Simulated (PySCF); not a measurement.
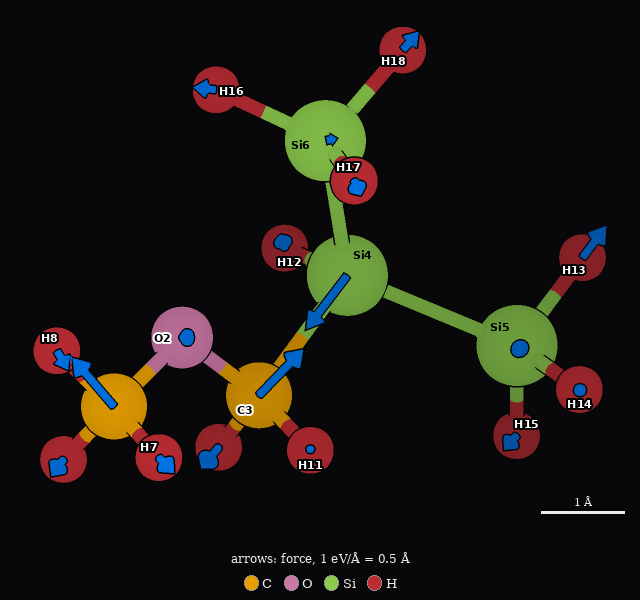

Starting geometry of C$_{2}$H$_{12}$OSi$_{3}$ with the computed forces as blue arrows. Style: ball-and-stick. Shown at a tilt.

The start comes from GFN2-xTB. Its atoms were then displaced at random by about 0.01 Å.

Method: PBE0-D3(BJ)/def2-SVP geometry optimisation, gas phase in PySCF 2.14.0, density-fitted response routines. 

**Is this structure relaxed? If not, where do the atoms go?**

It isn't relaxed: the largest force vector, on a C atom, is 1.82 eV/Å. The final displacements have little in common with the starting forces (cosine between the two patterns 0.14). The energy falls by 7.39 kcal/mol in 8 geometry steps. The atom that moves furthest after the best rigid fit is an H atom (0.42 Å). Largest moves by element: H 0.42 Å, Si 0.28 Å, C 0.22 Å, O 0.20 Å. Some distances before and after: C–Si 1.968 → 1.908 Å, H–Si 1.443 → 1.496 Å, Si–Si 2.309 → 2.345 Å, C–H 1.076 → 1.110 Å. Among the angles between lasting bonds that change: Si–Si–Si 123.4° → 109.6°, C–Si–H 102.5° → 110.3°, C–Si–Si 100.1° → 105.6°.
